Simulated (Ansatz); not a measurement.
Hypothetical fluorite PdCl2: response to strain

Base system: PdCl2 in the fluorite structure (space group Fm-3m, No. 225; ferromagnetic; a hypothetical phase, not in the database extracts checked; relaxed with 0.1 eV smearing).

```cif
data_Cl2Pd
_chemical_formula_sum 'Pd1 Cl2'
_space_group_name_H-M_alt 'P 1'
_space_group_IT_number 1
_cell_length_a 4.35996
_cell_length_b 4.35996
_cell_length_c 4.35996
_cell_angle_alpha 60.000
_cell_angle_beta 60.000
_cell_angle_gamma 60.000
loop_
_space_group_symop_operation_xyz
  'x, y, z'
loop_
_atom_site_label
_atom_site_type_symbol
_atom_site_fract_x
_atom_site_fract_y
_atom_site_fract_z
_atom_site_occupancy
Pd1 Pd 0.00000 0.00000 0.00000 1
Cl1 Cl 0.25000 0.25000 0.25000 1
Cl2 Cl 0.75000 0.75000 0.75000 1
```

Strains are applied to the cell and any free atomic positions relax.

Method: plane-wave PAW DFT at the PBEsol level (Ansatz, an electronic-structure program, 420 eV), spin-orbit coupling left out.

Notes on the quantities. energy relative to the base: free energy F.

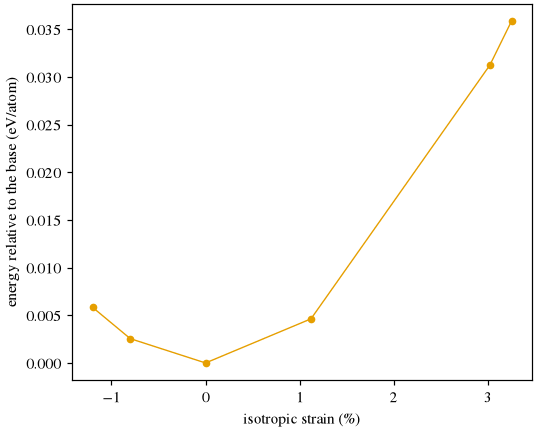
Figure. Energy relative to the base against isotropic strain

| isotropic strain (%) | energy relative to the base |
|---|---|
| -1.2 | +5.8 meV/atom |
| -0.8 | +2.6 meV/atom |
| 1.12 | +4.6 meV/atom |
| 3.02 | +31 meV/atom |
| 3.25 | +36 meV/atom |

The magnetic state is the one reached from the starting moments; the real material's order can differ, and small cells can't hold many antiferromagnetic ones. Stability against distortions was not tested. No Hubbard U is applied, and correlation can decide whether such a compound is a metal.
